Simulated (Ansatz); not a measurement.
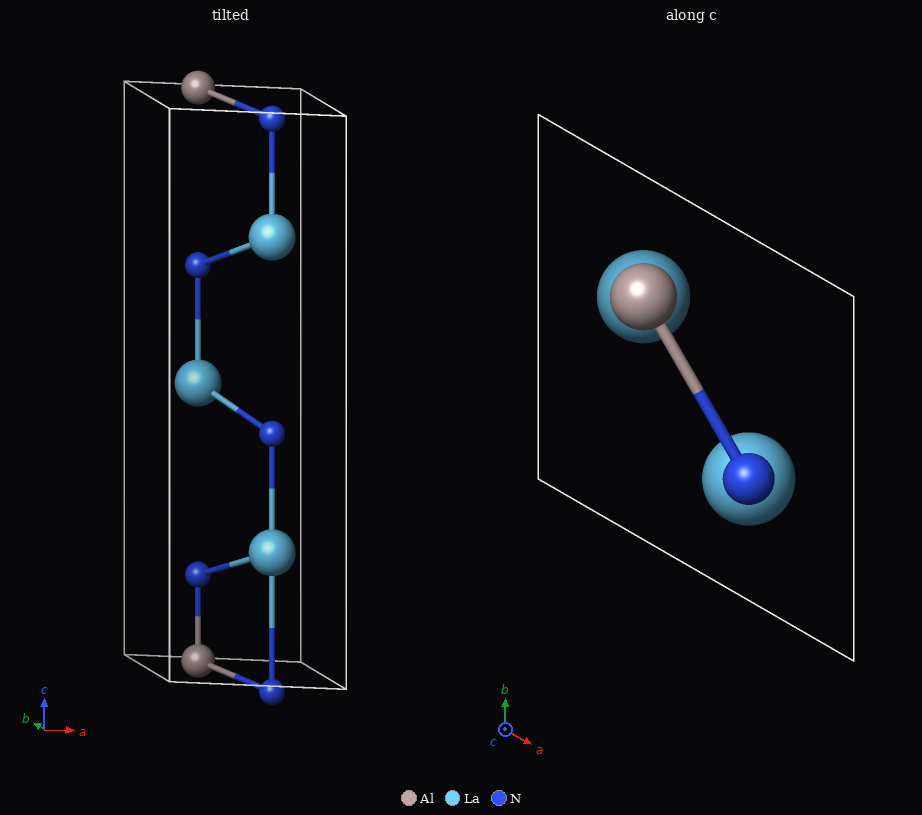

Figure: ball-and-stick view slightly off an axis and along the c axis. One conventional unit cell is outlined, and atoms on its boundary appear in each equivalent place.

La₃AlN₄, space group P3m1 (No. 156), a = 3.836 Å, b = 3.836 Å, c = 12.125 Å, α = 90.00°, β = 90.00°, γ = 120.00°. The structure comes from a structure type filled with these elements by a generator (whether the compound takes this form wasn't checked). Earlier steps of the study, as a rule a relaxation of our own, may have changed the cell and positions, so they can lie some per cent off the listed ones. It was run through Ansatz as a DFT input.

This one geometry was computed with Ansatz (DFT, plane waves, PAW) at five levels of theory: PBE0, PBE, HSE06, PBE with spin-orbit coupling and r2SCAN. It was relaxed beforehand with r2SCAN.

**Which level gives the highest pressure at this volume, and what does that say about its equilibrium volume?**

Highest: PBE (0.9 GPa) and PBE with spin-orbit coupling (0.8 GPa), which points to the largest equilibrium volume. Lowest, with the smallest volume: PBE0 (-0.8 GPa) and HSE06 (-0.9 GPa). Levels within 0.5 GPa of each other can't be told apart.

**How does the band gap change with the level of theory?**

PBE with spin-orbit coupling: a gap of 0.38 eV, indirect; PBE: a gap of 0.40 eV, indirect; r2SCAN: a gap of 0.65 eV, indirect; HSE06: a gap of 1.26 eV, indirect; PBE0: a gap of 1.93 eV, indirect.

**Collect the results in a table.**

| level | cutoff (eV) | k-mesh of the run's cell | gap (eV) | pressure (GPa) |
| --- | --- | --- | --- | --- |
| PBE0 | 420 | 6×6×2 | 1.93 | -0.8 |
| PBE | 420 | 12×12×2 | 0.40 | 0.9 |
| HSE06 | 420 | 6×6×2 | 1.26 | -0.9 |
| PBE with spin-orbit coupling | 420 | 12×12×2 | 0.38 | 0.8 |
| r2SCAN | 500 | 12×12×2 | 0.65 | 0.0 |

Gaps are taken on the k-mesh or band path of each run.
